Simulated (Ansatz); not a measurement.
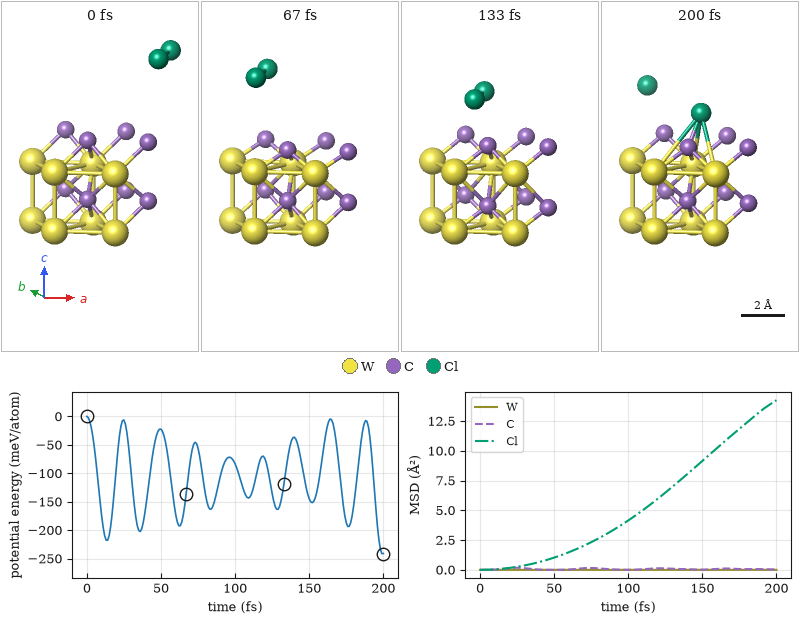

First-principles dynamics of Cl2 on WC(001) (18 atoms in the cell), 200 fs long. Frames and the history of the run. The picture is a ball-and-stick view of the simulation cell, with the vacuum cut short, seen slightly off an axis. Atoms that leave the cell re-enter on the other side. Bonds to atoms that aren't drawn are left out.

Theory: Ansatz 0.2.0, DFT PBEsol, scalar-relativistic, plane waves, PAW. Run with plane-wave cutoff 420 eV; k-point mesh 2 × 2 × 1; Fermi-Dirac smearing 0.15 eV; 4 atoms held fixed; constant energy (NVE); time step 1 fs; at the start 2 atoms move with typed velocities and the others are at rest.

> What happens in this trajectory?

Root-mean-square distances from the starting positions over the second half, with the common drift of all atoms taken out: Cl 3.03 Å, C 0.26 Å, W 0.03 Å. Against the typical shortest distance between atoms in the first frame, about 2.2 Å, the Cl atoms wander away from their sites and keep going, while the W and C atoms only vibrate. 2 of the 14 free atoms end more than three quarters of that spacing from the start. Bond changes: one C–Cl bond forms at about 176 fs. Over the second half the temperature averages 1869 K (spread ±556 K). It is well above the start because potential energy is released as heat. The potential energy in the second half lies on average 105 meV per atom below the first frame. The atoms start at rest, so the thermostat has only the motion that the forces set off to work on.

Limits of the set-up: the k-point mesh is coarse for a cell with partly filled bands; the periodic images lie only 5.8 Å apart, so the values are limited by the cell's size.

Cost: 16 min on 2 threads of Arm Neoverse V1, with other jobs on the host, peak memory 1.2 GiB.

PAW datasets: the set soft_1.
